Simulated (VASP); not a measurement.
Input:

```yaml
crystal:
  lattice:
    - [1.86318, 1.07571, 6.12464]
    - [-1.86318, 1.07571, 6.12464]
    - [0.00000, -2.15141, 6.12464]
  atoms:
    - { symbol: Ba, position: [0.00000, 0.00000, 0.00000] }
    - { symbol: Sr, position: [0.50000, 0.50000, 0.50000] }
    - { symbol: O, position: [0.75579, 0.75579, 0.75579] }
    - { symbol: O, position: [0.24421, 0.24421, 0.24421] }
```

Level of theory: LDA (Ceperley-Alder, Perdew-Zunger), VASP's LDA PAW potentials (set 64) (plane waves; VASP). Settings: 520 eV cut-off, 8×8×8 Γ-centred mesh, tetrahedra with Blöchl corrections, potentials Ba_sv Sr_sv O.

Unless said otherwise, spin-orbit coupling is left out, though it shifts the bands of the heavy elements here.

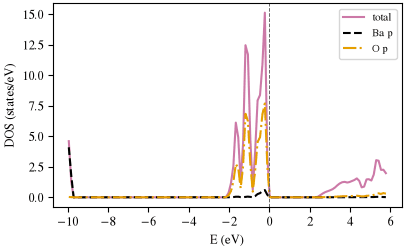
Figure. Total and projected density of states, zero at the valence-band maximum

Within 2 eV below the valence-band maximum the largest weight inside VASP's projection spheres is O p.

The gap is direct, 2.30 eV, from the valence maximum at F to the conduction minimum at F.

The structure comes from a computed database's BaSrO2 entry (R-3m); how it stands against other phases isn't given here. It was relaxed first, which changed the volume by -7 %.
